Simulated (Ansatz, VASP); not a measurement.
## LiH in two plane-wave programs

Wanted: the spread between two codes on one cell, functional and k mesh. The cell is taken from a series of VASP runs on this material, whose earlier steps may have relaxed, scaled or displaced it; both programs get it as it stands. Valence electrons are named where the data sets of a main pair hold unlike numbers.

Program: Ansatz 0.2.0. Level of theory: plane waves, with VASP 6.6.1 beside it; single point at PBE, band structure at PBE and dielectric response at PBE. Results are calculated unless marked as measured.

## Step 1: The structure

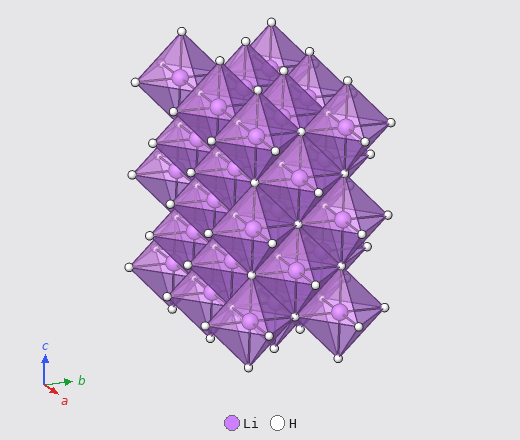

Start, viewed slightly off an axis; lithium purple, hydrogen white. 2×1×2 cells are drawn. This picture shows the conventional cell, with its axes. Some periodic images of atoms are drawn too.

Structure file:

```xyz
2
Lattice="0.0000 1.9975 1.9975 1.9975 0.0000 1.9975 1.9975 1.9975 0.0000" Properties=species:S:1:pos:R:3 pbc="T T T"
Li    0.0000    0.0000    0.0000
H     1.9975    1.9975    1.9975
```

## Step 2: VASP: single point, PBE

With cell and atoms fixed, the geometry can't cause a difference; cores, projectors, grids and the points listed under the comparison can.

Lines of VASP's logs that name or quote its potential files are left out, and so is its time.

INCAR

```
SYSTEM = LiH
PREC = Accurate
ENCUT = 650
EDIFF = 1E-06
NELM = 100
ISMEAR = 0
SIGMA = 0.05
LREAL = .FALSE.
ALGO = Normal
GGA = PE
NBANDS = 8
LORBIT = 11
LWAVE = .FALSE.
LCHARG = .TRUE.
ISIF = 2
LELF = .TRUE.
LVHAR = .TRUE.
```

POSCAR

```
LiH
1.0
    0.0000000000      1.9975096674      1.9975096674
    1.9975096674      0.0000000000      1.9975096674
    1.9975096674      1.9975096674      0.0000000000
Li H
1 1
Direct
    0.0000000000      0.0000000000      0.0000000000
    0.5000000000      0.5000000000      0.5000000000
```

KPOINTS

```
Automatic mesh
0
Gamma
10 10 10
0 0 0
```

Potentials, in the order of the species: Li_sv and H (PBE family, release 64).

Run with:

```
$ mpirun -np 2 vasp_std
```

Numbers of over 12 decimals in the logs are rounded to 6 here.

Output:

```text
[banner, memory and clock lines left out]
running    2 mpi-ranks, on    1 nodes
 distrk:  each k-point on    2 cores,    1 groups
 distr:  one band on    1 cores,    2 groups

 POSCAR found type information on POSCAR LiH
 POSCAR found :  2 types and       2 ions
 LDA part: xc-table for (Slater+PW92), standard interpolation
 POSCAR, INCAR and KPOINTS ok, starting setup
 FFT: planning ... GRIDC
 FFT: planning ... GRID_SOFT
 FFT: planning ... GRID
 WAVECAR not read
 entering main loop
       N       E                     dE             d eps       ncg     rms          rms(c)
DAV:   1    -0.211512501511E+01   -0.21151E+01   -0.18636E+03   752   0.559E+02
DAV:   2    -0.631220721974E+01   -0.41971E+01   -0.41971E+01  1080   0.539E+01
DAV:   3    -0.637027334536E+01   -0.58066E-01   -0.58066E-01   888   0.592E+00
DAV:   4    -0.637070381120E+01   -0.43047E-03   -0.43047E-03  1184   0.463E-01
DAV:   5    -0.637070445387E+01   -0.64267E-06   -0.64267E-06   944   0.135E-02    0.289E+00
DAV:   6    -0.618708699679E+01    0.18362E+00   -0.15539E-01   864   0.136E+00    0.145E+00
DAV:   7    -0.612518419657E+01    0.61903E-01   -0.20290E-01   944   0.175E+00    0.221E-01
DAV:   8    -0.612691386832E+01   -0.17297E-02   -0.39854E-03   904   0.452E-01    0.435E-02
DAV:   9    -0.612684841456E+01    0.65454E-04   -0.18010E-04  1040   0.599E-02    0.632E-03
DAV:  10    -0.612684428790E+01    0.41267E-05   -0.52820E-06   928   0.187E-02    0.231E-03
DAV:  11    -0.612684366813E+01    0.61977E-06   -0.20244E-07   704   0.211E-03
   1 F= -.61268437E+01 E0= -.61268437E+01  d E =-.877208E-24
```

From OUTCAR (step 2):

```text
ion  position               nearest neighbor table
   1  0.000  0.000  0.000-
   2  0.500  0.500  0.500-

  LATTYP: Found a face centered cubic cell.
 ALAT       =     3.9950193348

 Subroutine GETGRP returns: Found 48 space group operations
 (whereof 48 operations were pure point group operations)

The static configuration has the point symmetry O_h .

 Found     47 irreducible k-points:

   k-points           NKPTS =     47   k-points in BZ     NKDIM =     47   number of bands    NBANDS=      8

   dimension x,y,z NGX =    24 NGY =   24 NGZ =   24
   dimension x,y,z NGXF=    48 NGYF=   48 NGZF=   48

   ENCUT  =  650.0 eV  47.77 Ry    6.91 a.u.   5.87  5.87  5.87*2*pi/ulx,y,z

   NELECT =       4.0000    total number of electrons

 k-points in reciprocal lattice and weights: Automatic mesh
   0.00000000  0.00000000  0.00000000       0.001
   0.10000000  0.00000000  0.00000000       0.008
   0.20000000  0.00000000  0.00000000       0.008
   0.30000000  0.00000000  0.00000000       0.008
   0.40000000  0.00000000  0.00000000       0.008
   0.50000000  0.00000000  0.00000000       0.004
   0.10000000  0.10000000  0.00000000       0.006
   0.20000000  0.10000000  0.00000000       0.024
   0.30000000  0.10000000  0.00000000       0.024
[...]
-0.30000000  0.40000000  0.20000000       0.024
  -0.30000000  0.50000000  0.20000000       0.012

 average (electrostatic) potential at core
       1 -63.1776       2 -33.9326

 E-fermi :   0.4765

 k-point     1 :       0.0000    0.0000    0.0000
  band No.  band energies     occupation
      1     -44.1389      2.00000
      2      -5.3374      2.00000
      3      16.3518      0.00000
      4      18.1317      0.00000
      5      18.1317      0.00000
      6      18.1317      0.00000
      7      22.8661      0.00000
    ...

 k-point     2 :       0.1000    0.0000    0.0000
  band No.  band energies     occupation
      1     -44.1341      2.00000
      2      -5.1589      2.00000
      3      14.8558      0.00000
      4      17.1386      0.00000
      5      17.7392      0.00000
      6      17.7392      0.00000
      7      22.2967      0.00000
    ...

 k-point     3 :       0.2000    0.0000    0.0000
  band No.  band energies     occupation
      1     -44.1221      2.00000
      2      -4.6406      2.00000
      3      11.5688      0.00000
      4      15.8650      0.00000
      5      17.1068      0.00000
      6      17.1068      0.00000
      7      23.1494      0.00000
    ...

  Total        0.0052649      0.0052649      0.0052649     -0.0000000     -0.0000000      0.0000000
  in kB        0.5291779      0.5291779      0.5291779     -0.0000000     -0.0000000      0.0000000
  external PRESSURE =       0.5291779 kB  Pullay stress =       0.0000000 kB

  energy-cutoff  :      650.00
  volume of cell :       15.94
      direct lattice vectors                 reciprocal lattice vectors
     0.000000000  1.997509667  1.997509667    -0.250311680  0.250311680  0.250311680
     1.997509667  0.000000000  1.997509667     0.250311680 -0.250311680  0.250311680
     1.997509667  1.997509667  0.000000000     0.250311680  0.250311680 -0.250311680

 POSITION                                       TOTAL-FORCE (eV/Angst)
 -----------------------------------------------------------------------------------
      0.00000      0.00000      0.00000        -0.000000     -0.000000     -0.000000
      1.99751      1.99751      1.99751         0.000000      0.000000      0.000000
 -----------------------------------------------------------------------------------
    total drift:                                0.000000     -0.000000     -0.000000

  FREE ENERGIE OF THE ION-ELECTRON SYSTEM (eV)
  ---------------------------------------------------
  free  energy   TOTEN  =        -6.1268436681 eV

  energy  without entropy=       -6.1268436681  energy(sigma->0) =       -6.12684367

 total charge
# of ion       s       p       d       tot
------------------------------------------
    1        2.022   0.061   0.000   2.082
    2        0.545   0.002   0.000   0.547
--------------------------------------------------
tot          2.567   0.062   0.000   2.630

[... 3 further parts left out ...]
```

The gap is read on the k-mesh alone, so it is an upper bound where the band edges lie off the mesh.

## Step 3: Ansatz: single point, PBE

Ansatz runs on its default PAW (the set named soft_2) files.

The same cell, functional, mesh and smearing now go to Ansatz, which takes its cutoff from its data sets.

input.yaml

```yaml
crystal:
  lattice:
    - [0.0, 1.9975096674, 1.9975096674]
    - [1.9975096674, 0.0, 1.9975096674]
    - [1.9975096674, 1.9975096674, 0.0]
  atoms:
    - { symbol: Li, position: [0.0, 0.0, 0.0] }
    - { symbol: H, position: [0.5, 0.5, 0.5] }
hamiltonian:
  xc: pbe
  pseudopotentials: { kind: paw }
kpoints:
  mp_grid: { grid: [10, 10, 10] }
scf:
  occupations: { method: gaussian, width: 0.05 }
  n_extra_bands: 4
output:
  forces: true
  stress: true
  eigenvalues: true
```

Run with:

```
$ ansatz run input.yaml --threads 2 --pin off --max-ram 4608MiB --backend cpu --events-out ev --progress --plain --runs-dir out
```

Output:

```text
scf.n_extra_bands = 4 over 2 filled bands (N_el = 4.0): the run solves 6 bands
Engine: ansatz 0.2.0, aarch64-unknown-linux-gnu
Pseudopotentials: kind: paw
Pseudopotential: Li, paw, valence charge 3, recommended cutoff 420 eV (normal), Li.paw.azcp
Pseudopotential: H, paw, valence charge 1, recommended cutoff 420 eV (normal), H.paw.azcp
Functional definition: PBE
  parameter kappa = 0.804
  parameter beta = 0.066725
  exchange = pbe_x(kappa = kappa, mu = beta*pi^2/3)
  correlation = pbe_c(beta = beta)
Crystal: 2 atoms, lattice volume = 15.940 Å³
Basis set: ecut = 420 eV, 331 PW (Γ), exchange–correlation on 40×40×40 points (8 copies of the dense FFT grid, shifted against one another)
Bands: 6, of which v1, the nominal top of the filled ones, is band 2 counted from 1 (1 counted from 0)
Symmetry: 48 space group operations
Space group: Fm-3m (ITA 225), of the structure as read, at distance tolerance 2.5e-5 Å
k-points: 47 of 1000
Non-local potential: Li, projectors of the file, l = 0: 3, l = 1: 2, l = 2: 1
Non-local potential: H, projectors of the file, l = 0: 2, l = 1: 1
PAW form: soft (Blöchl's): semilocal exchange-correlation on the pseudo side does not see the compensation charge
PAW one-centre angular grid: Li, 110 points (default); XC on 64 Gauss nodes
PAW one-centre angular grid: H, 110 points (default); XC on 64 Gauss nodes
Initial density: superposition of atomic densities (neutral atoms: chi_scale 0, normalization atom), corrected by the library's trained network
Initial wavefunctions: pseudopotential atomic-orbital guess
Functional: x = pbe(κ = 0.804, μ = 0.219515), c = pbe(β = 0.066725)
SCF iter   1: F=—  HF=-221.391537 eV  |F-HF|=—  |Δ(HF+E_count)|=         —  Δρ=9.43e-4  dr2=6.46e-5  ethr=1.77e-3  ⟨swp⟩=4.7  Hψ=2247  notcnv=0
preconditioner: auto → none  [insulator: Δε(μ)=2.965 eV  Ē_g=14.215 eV  σ=0.050 eV  W_gap=1.00  n_scr=0 (ndim 8)  ℏωp=13.2 eV  f_vac=0.000  D(μ)=0.00/eV (n_scr^D=0)  ε∞_Penn≈1.9]
SCF iter   2: F=—  HF=-221.391583 eV  |F-HF|=—  |Δ(HF+E_count)|=   4.61e-5  Δρ=4.17e-4  dr2=1.18e-5  ethr=1.61e-6  ⟨swp⟩=1.9  Hψ=698  notcnv=0
SCF iter   3: F=—  HF=-221.391606 eV  |F-HF|=—  |Δ(HF+E_count)|=   2.34e-5  Δρ=5.58e-5  dr2=3.56e-7  ethr=2.94e-7  ⟨swp⟩=2.0  Hψ=329  notcnv=0
iter 4 did not close the SCF: its close was put off for the readings that it lacked (scf_convergence_deferred on its scf_iter line)
SCF iter   4: F=-221.391607 eV  HF=-221.391607 eV  |F-HF|=7.52e-9  |Δ(HF+E_count)|=   6.55e-7  Δρ=9.55e-6  dr2=9.97e-9  ethr=8.91e-9  ⟨swp⟩=2.0  Hψ=329  notcnv=0
iter 5 did not close the SCF: its close was put off for the readings that it lacked (scf_convergence_deferred on its scf_iter line)
SCF iter   5: F=-221.391607 eV  HF=-221.391607 eV  |F-HF|=2.88e-11  |Δ(HF+E_count)|=   4.91e-9  Δρ=1.55e-6  dr2=1.89e-10  ethr=2.49e-10  ⟨swp⟩=2.0  Hψ=360  notcnv=0
SCF iter   6: F=-221.391607 eV  HF=-221.391607 eV  |F-HF|=6.54e-13  |Δ(HF+E_count)|=  4.03e-11  Δρ=1.31e-7  dr2=2.76e-12  ethr=4.73e-12  ⟨swp⟩=1.0  Hψ=799  notcnv=0
SCF 1 converged in 6 iterations: F = -221.391607 eV  dr2 = 2.76e-12
  greatest PAW one-centre occupation: 1.000 electrons in one spin orbital (limit 2), on the Li atom at site 0 (counted from 0), in its partial waves of l = 0
SCF converged after 6 iterations
Free energy (F): -221.391607 eV
Harris-Foulkes:  -221.391607 eV  (|F-HF|=6.54e-13)
Internal energy: -221.391607 eV  (E = F + TS)
E sigma→0 (E₀):  -221.391607 eV
Fermi energy:    2.279043 eV
--- Per-component energies (eV) ---
  E_band       = -89.989619
  E_kinetic    = 36.073855
  E_local      = -124.226005  (includes V_loc(G=0)·N_el)
  E_nonlocal   = -31.719963
  E_hartree    = 34.706897
  E_xc         = -20.259107
  E_vxc        = -26.156430  (∫ρ·V_xc dr)
  E_paw        = -21.554225  (= ΣΔE_a)
  E_vpaw       = -13.373687  (= ΣTr[D̂ρ^β])
  E_aug_tail   = -0.001189  (compensation charges beyond the density's cutoff)
  E_ewald      = -94.411869
  E_smearing   = -0.000000  (= −TS)
  E_closure    = 0.000000  (closes the sum)
  Σ components = -221.391607   (vs F -221.391607, Δ=0.00e0)
--- Forces (eV/Å), atoms counted from 1 ---
  atom   1  Li    -0.00000000     0.00000000    -0.00000000
  atom   2  H      0.00000000    -0.00000000     0.00000000
  max |Σ_I F_I| component: 7.87e-31 eV/Å
--- Stress (GPa, compression-positive) ---
        0.332872       0.000000       0.000000
        0.000000       0.332872       0.000000
        0.000000       0.000000       0.332872
  P = ⅓ Tr σ = 0.3329 GPa (3.329 kbar)
--- Band table (eV; the first three rows and the last of 47) ---
  k-point 0: bands = ["-43.4689", "-4.6890", "17.0104", "18.7754", "18.7754", "18.7754"]
  k-point 1: bands = ["-43.4643", "-4.5113", "15.5074", "17.7909", "18.3841", "18.3841"]
  k-point 2: bands = ["-43.4522", "-3.9916", "12.2171", "16.5195", "17.7532", "17.7532"]
  k-point 46: bands = ["-43.4059", "0.5776", "5.2446", "7.0723", "12.5579", "18.4958"]
```

Run time: 1.6 s. Hardware: 2 threads of Arm Neoverse N1, shared host; peak memory 0.23 GiB.

The column dr2 measures how far the density is from self-consistency, as an energy; F and HF (Harris–Foulkes) agree once it is small.

The run ends at a pressure of 0.33 GPa.

## Step 4: Side by side

Known differences besides the potentials themselves: the cutoff is 420 eV in Ansatz and 650 eV in VASP; VASP leaves aspherical gradient terms in its spheres out (LASPH is not set), Ansatz keeps them. Total energies have different zeros and are not compared.

The two programs side by side:

```csv
quantity,Ansatz,VASP,difference
pressure (GPa),0.33,0.05,+0.28
pressure without Ansatz's Pulay correction (GPa),0.21,0.05,+0.16
gap on the k mesh (eV),2.978,2.972,+0.006
```

A gap on the mesh is an upper bound, since the band edges may lie between its points. Ansatz's pressure holds a Pulay correction of 0.12 GPa; VASP's holds none.

## Step 5: VASP: band structure, PBE

Levels along a path test the potential and the projectors away from the mesh points.

INCAR

```
SYSTEM = LiH
PREC = Accurate
ENCUT = 650
EDIFF = 1E-06
NELM = 100
ISMEAR = 0
SIGMA = 0.05
LREAL = .FALSE.
ALGO = Normal
GGA = PE
NBANDS = 14
LORBIT = 11
LWAVE = .FALSE.
LCHARG = .FALSE.
KPAR = 2
```

POSCAR is that of step 2.

KPOINTS is that of step 2.

KPOINTS_OPT

```
Line mode
16
Line-mode
Reciprocal
  0.00000000   0.00000000   0.00000000 GAMMA
  0.50000000   0.00000000   0.50000000 X

  0.50000000   0.00000000   0.50000000 X
  0.50000000   0.25000000   0.75000000 W

  0.50000000   0.25000000   0.75000000 W
  0.37500000   0.37500000   0.75000000 K

  0.37500000   0.37500000   0.75000000 K
  0.00000000   0.00000000   0.00000000 GAMMA

  0.00000000   0.00000000   0.00000000 GAMMA
  0.50000000   0.50000000   0.50000000 L

  0.50000000   0.50000000   0.50000000 L
  0.62500000   0.25000000   0.62500000 U

  0.62500000   0.25000000   0.62500000 U
  0.50000000   0.25000000   0.75000000 W

  0.50000000   0.25000000   0.75000000 W
  0.50000000   0.50000000   0.50000000 L

  0.50000000   0.50000000   0.50000000 L
  0.37500000   0.37500000   0.75000000 K

  0.62500000   0.25000000   0.62500000 U
  0.50000000   0.00000000   0.50000000 X
```

Run with:

```
$ mpirun -np 2 vasp_std
```

Output:

```text
[banner, memory and clock lines left out]
running    2 mpi-ranks, on    1 nodes
[...]
LDA part: xc-table for (Slater+PW92), standard interpolation
 POSCAR, INCAR and KPOINTS ok, starting setup
[...]
entering main loop
       N       E                     dE             d eps       ncg     rms          rms(c)
DAV:   1     0.313259483345E+01    0.31326E+01   -0.14804E+03  1316   0.297E+02
DAV:   2    -0.616043098193E+01   -0.92930E+01   -0.91822E+01  1784   0.649E+01
DAV:   3    -0.636942280216E+01   -0.20899E+00   -0.20867E+00  1672   0.782E+00
DAV:   4    -0.637069999257E+01   -0.12772E-02   -0.12772E-02  1538   0.563E-01
[...]
DAV:   9    -0.612684951933E+01    0.66891E-04   -0.13291E-04  1628   0.316E-02    0.450E-03
DAV:  10    -0.612684415420E+01    0.53651E-05   -0.50565E-06  1588   0.119E-02    0.242E-03
DAV:  11    -0.612684356967E+01    0.58453E-06   -0.18082E-07  1006   0.142E-03
   1 F= -.61268436E+01 E0= -.61268436E+01  d E =-.820291E-14
 Start KPOINTS_OPT (optional k-point list driver)
k-point batch [1-47\160]
       N       E                     dE             ncg
DAV:   1    -0.384704370642E+04   -0.12695E+05     1324
DAV:   2    -0.424817536745E+04   -0.40113E+03     1852
DAV:   3    -0.425511171549E+04   -0.69363E+01     1720
DAV:   4    -0.425513731452E+04   -0.25599E-01     1542
DAV:   5    -0.425513748117E+04   -0.16665E-03     1812
DAV:   6    -0.425513748234E+04   -0.11714E-05     1598
DAV:   7    -0.425513748235E+04   -0.95752E-08     1582
[...]
k-point batch [142-160\160]
       N       E                     dE             ncg
DAV:   1     0.466549642311E+04   -0.55307E+04      532
DAV:   2     0.450805865481E+04   -0.15744E+03      762
DAV:   3     0.450500556659E+04   -0.30531E+01      706
DAV:   4     0.450499415225E+04   -0.11414E-01      624
DAV:   5     0.450499411441E+04   -0.37843E-04      740
DAV:   6     0.450499411414E+04   -0.26727E-06      680
```

Parts of OUTCAR (step 5):

```text
  Total        0.0051768      0.0051768      0.0051768     -0.0000000      0.0000000     -0.0000000
  in kB        0.5203265      0.5203265      0.5203265     -0.0000000      0.0000000     -0.0000000
  external PRESSURE =       0.5203265 kB  Pullay stress =       0.0000000 kB

 POSITION                                       TOTAL-FORCE (eV/Angst)
 -----------------------------------------------------------------------------------
      0.00000      0.00000      0.00000         0.000000      0.000000      0.000000
      1.99751      1.99751      1.99751         0.000000      0.000000      0.000000
 -----------------------------------------------------------------------------------
    total drift:                                0.000000     -0.000000     -0.000000

  FREE ENERGIE OF THE ION-ELECTRON SYSTEM (eV)
  ---------------------------------------------------
  free  energy   TOTEN  =        -6.1268435697 eV

  energy  without entropy=       -6.1268435697  energy(sigma->0) =       -6.12684357

[... 1 part as in an earlier step ...]

[... 2 further parts left out ...]
[key lines of the parts left out:]
E-fermi :   0.3774
```

The run ends at a pressure of 0.05 GPa.

## Step 6: Ansatz: band structure, PBE

The same cell, functional, mesh and smearing now go to Ansatz, which takes its cutoff from its data sets.

The cell is taken from a series of VASP runs on this material, whose earlier steps may have relaxed, scaled or displaced it; both programs get it as it stands.

input.yaml, the sections that differ from step 3:

```yaml
kpoints:
  mp_grid: { grid: [10, 10, 10] }
  band_path:
    path:
      - [0.0, 0.0, 0.0]
      - [0.16667, 0.0, 0.16667]
      - [0.33333, 0.0, 0.33333]
      - [0.5, 0.0, 0.5]
      - [0.5, 0.08333, 0.58333]
      - [0.5, 0.18333, 0.68333]
      - [0.5, 0.25, 0.75]
      - [0.45, 0.3, 0.75]
      - [0.40833, 0.34167, 0.75]
      - [0.35, 0.35, 0.7]
      - [0.225, 0.225, 0.45]
      - [0.075, 0.075, 0.15]
      - [0.03333, 0.03333, 0.03333]
      - [0.23333, 0.23333, 0.23333]
      - [0.4, 0.4, 0.4]
      - [0.51667, 0.46667, 0.51667]
      - [0.55833, 0.38333, 0.55833]
      - [0.60833, 0.28333, 0.60833]
      - [0.60833, 0.25, 0.64167]
      - [0.55833, 0.25, 0.69167]
      - [0.51667, 0.25, 0.73333]
      - [0.5, 0.3, 0.7]
      - [0.5, 0.38333, 0.61667]
      - [0.5, 0.48333, 0.51667]
      - [0.475, 0.475, 0.55]
      - [0.425, 0.425, 0.65]
      - [0.38333, 0.38333, 0.73333]
      - [0.59167, 0.18333, 0.59167]
      - [0.55, 0.1, 0.55]
      - [0.5, 0.0, 0.5]
    npoints: 1
scf:
  occupations: { method: gaussian, width: 0.05 }
  n_extra_bands: 7
# crystal, hamiltonian, output: as in step 3
```

Run with:

```
$ ansatz run input.yaml --threads 2 --pin off --max-ram 4608MiB --backend cpu --events-out ev --progress --plain --runs-dir out
```

Output:

```text
[...]
Crystal: 2 atoms, lattice volume = 15.940 Å³
Basis set: ecut = 420 eV, 331 PW (Γ), exchange–correlation on 40×40×40 points (8 copies of the dense FFT grid, shifted against one another)
Bands: 9, of which v1, the nominal top of the filled ones, is band 2 counted from 1 (1 counted from 0)
Symmetry: 48 space group operations
[...]
k-points: 47 of 1000
[...]
Free energy (F): -221.391607 eV
[...]
Internal energy: -221.391607 eV  (E = F + TS)
E sigma→0 (E₀):  -221.391607 eV
Fermi energy:    2.279075 eV
[...]
--- Stress (GPa, compression-positive) ---
        0.332902       0.000000       0.000000
       -0.000000       0.332902       0.000000
       -0.000000      -0.000000       0.332902
  P = ⅓ Tr σ = 0.3329 GPa (3.329 kbar)
--- Band table (eV; the first three rows and the last of 47) ---
[...]
[key lines of the parts left out:]
SCF converged after 6 iterations
```

Run time: 2.1 s. Hardware: 2 threads; peak memory 0.24 GiB; 1.5 s of CPU time.

(Part 1 of 2 ends here.)

[Lines on the potential files, build, host, timing and source positions are cut from VASP's logs without a mark.]

[Logs are printed without paths, hosts, clocks, repeated set-up lines and the standing remarks that a program may print on its own settings, such as how far it seeks lower states.]

[Hosts, paths, dates, database ids (printed as entryN), source tags and the programs' standing remarks are cut or masked in the printed files.]
